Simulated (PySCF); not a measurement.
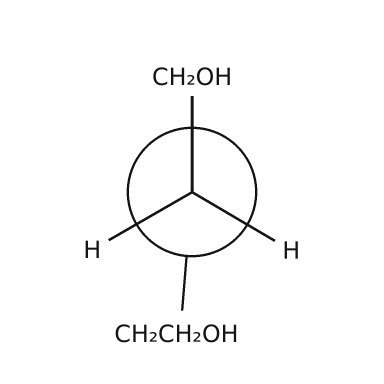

A Newman projection along the C–O bond, carbon in front; angles are drawn as computed, but eclipsed bonds slightly apart. The geometry was computed by an optimisation with PBE0-D3(BJ)/def2-TZVP. No frequency run is at hand to confirm it as a minimum.

Which molecule is it?

C4H10O3, OCCOCCO

What is the torsion angle from the front CH2OH to the back CH2CH2OH? The sign is positive where the front bond must turn clockwise to cover the back bond.

−175°, antiperiplanar (anti).
